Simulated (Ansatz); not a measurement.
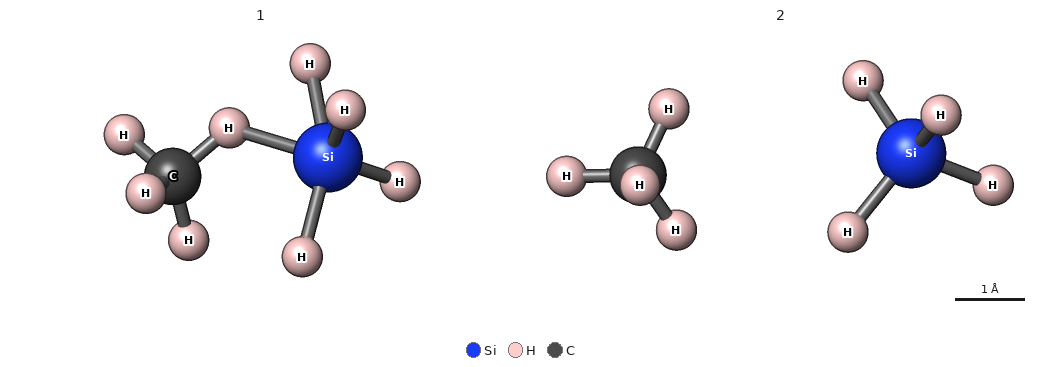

Two geometries of CH$_{8}$Si (started from a transition state, displaced along its imaginary mode), drawn at one scale. One is the start of a relaxation, the other its converged end. A ball-and-stick model, seen at a tilt.

Level of theory: Ansatz 0.2.0, RKS PBE0-D4/def2-TZVP. Set-up: force threshold 0.005 eV/Å; at most 200 steps.

Which geometry has the lower energy?

Answer. Structure 2 is the relaxed one. Over 20 accepted moves (21 points after the start) the energy falls by 257.9 kJ/mol. The largest force component goes from 2.4 to 0.0018 eV/Å. The line search rejected the trial step at point 15 of the run. The forces were under the threshold at step 16, but the run went on from there. The largest moves after the best rigid fit, 1.28 Å, are those of H atoms. Largest moves by element: H 1.28 Å, Si 0.96 Å, C 0.85 Å. Some distances before and after: H–Si 1.669 → 3.864 Å, C–Si 2.359 → 4.160 Å, H–Si 1.583 → 1.484 Å, C–H 1.119 → 1.090 Å. Bonds break: H–Si (1.67 → 3.86 Å). Bond angles that change, for instance: H–Si–H 155.8° → 109.6°, H–Si–H 90.0° → 109.4°, H–Si–H 91.6° → 109.4°. The run took 30 s on 2 threads of Arm Neoverse V2 (shared host).
